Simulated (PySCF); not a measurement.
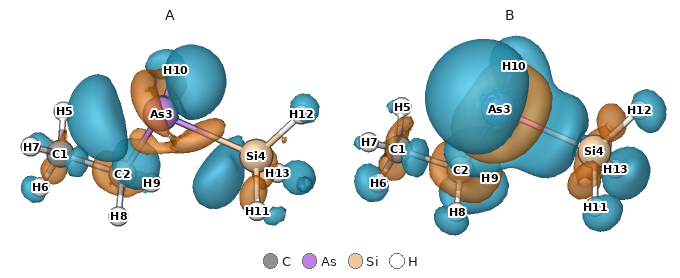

C₂H₉AsSi, SMILES `CC[AsH][SiH3]`. The two Fukui functions at ±0.02 e/Å³ (light blue positive, orange negative).

Computed with PySCF, HF/6-311G**, geometry: GFN2-xTB. No frequency check shows the geometry to be a minimum. GFN2-xTB bond lengths at metals and heavier atoms can be off by up to 0.1 Å and shapes distorted, which carries into these values.

Coordinates in Å:

```
C1       2.6880   -0.4653    0.1029
C2       1.2410   -0.8877   -0.1206
As3     -0.0039    0.6677   -0.0615
Si4     -1.9635   -0.5776    0.0410
H5       2.8002    0.0046    1.0806
H6       3.3596   -1.3227    0.0555
H7       2.9966    0.2555   -0.6549
H8       1.1438   -1.3539   -1.1070
H9       0.9526   -1.6366    0.6221
H10      0.0629    0.8196    1.4396
H11     -2.2455   -1.1636   -1.2774
H12     -3.1085    0.2627    0.4082
H13     -1.9172   -1.6947    0.9957
```

Question: Which panel is f⁻ (electron removed) and which f⁺ (electron added)?

Answer: A is f⁺, B is f⁻. f⁻ (Hirshfeld-condensed) is largest on As3 (0.45); the vertical ionisation energy is 8.18 eV (the stability of the cation's solution wasn't checked). f⁺ (Hirshfeld-condensed) is largest on As3 (0.29) and Si4 (0.23); the vertical electron affinity is −2.79 eV (the stability of the anion's solution wasn't checked; negative, but this basis has no diffuse functions, so it doesn't show that the anion is unbound).

Question: What chemical potential and hardness follow from the two energies?

Answer: μ = −(I + A)/2 = −2.69 eV and η = I − A = 10.97 eV.
